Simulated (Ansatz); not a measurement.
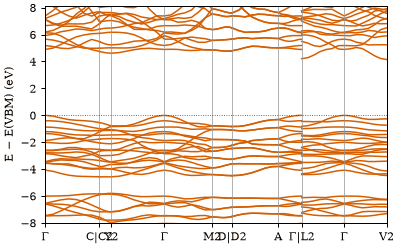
Figure: Band structure from the program Ansatz at the r²SCAN level (PAW)

Question: Read off the gap and where the band edges lie.

Answer: About 4.2 eV (4.15 eV by a search for the band edges); maximum at Γ, minimum at V2.

The material is P3N5 in space group C2/c (No. 15; Pearson symbol mS32).

The workflow started from a Materials Project entry (that database holds measured and hypothetical structures alike); the Crystallography Open Database copy checked does not list it. Whether it is the stable phase at ambient conditions was not checked. The r²SCAN relaxation kept the symmetry of its start; its stability against distortions is not shown here.

Potentials: the later of the program's two PAW sets.
